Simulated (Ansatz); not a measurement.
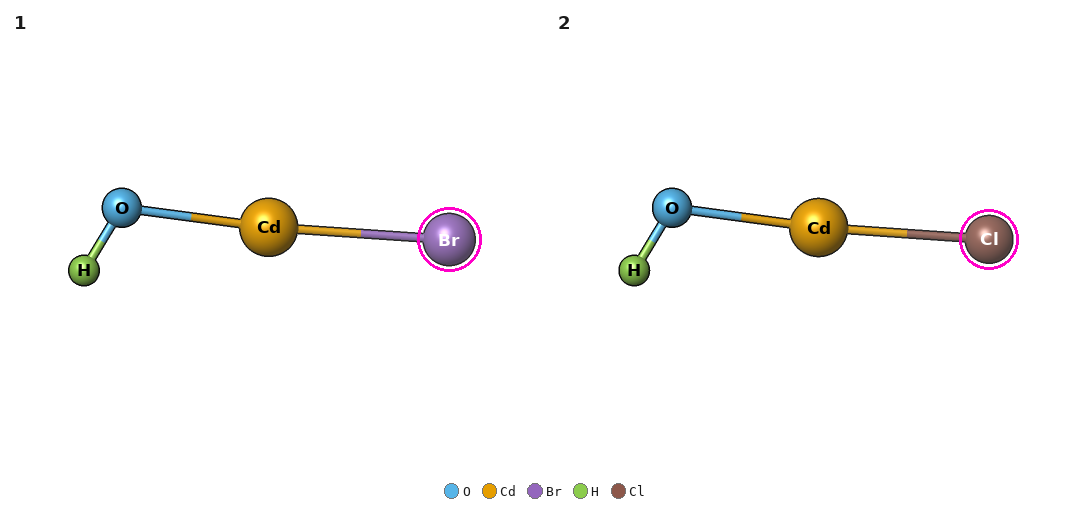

2 molecules with one skeleton, seen from the same side and at one scale; the atom that differs is circled. Each species is neutral and a spin singlet. Computed geometries: PBE0-D4/def2-TZVP optimisations, one conformation each. Properties computed with Ansatz 0.2.0. Elements past Kr carry core potentials.

One atom differs, called X below: Br in panel 1, Cl in panel 2. Their formulas are BrCdHO (`[OH][Cd][Br]`), CdClHO (`[OH][Cd][Cl]`).

### In which is the harmonic X–Cd stretching wavenumber higher (PBE0-D4/def2-TZVP)?

In panel 2 (X = Cl).

### In which is the dipole moment larger (ωB97M-V/def2-TZVPP)?

In panel 2 (X = Cl).

Give the values. With PBE0-D4/def2-TZVP: length of X–Cd (Å), angle O–Cd–X (°), harmonic X–Cd stretching wavenumber (cm⁻¹). With ωB97M-V/def2-SVP: HOMO energy (Kohn–Sham orbital) (eV), HOMO–LUMO gap (eV). With ωB97M-V/def2-TZVPP: dipole moment (D).

```csv
quantity,1 (Br),2 (Cl),2 − 1
length of X–Cd (Å),2.395,2.263,−0.132
angle O–Cd–X (°),176.3,176.3,0.0
HOMO energy (Kohn–Sham orbital) (eV),−10.17,−10.35,−0.18
HOMO–LUMO gap (eV),10.29,10.58,+0.29
dipole moment (D),1.63,1.76,+0.13
harmonic X–Cd stretching wavenumber (cm⁻¹),258,366,+108
```
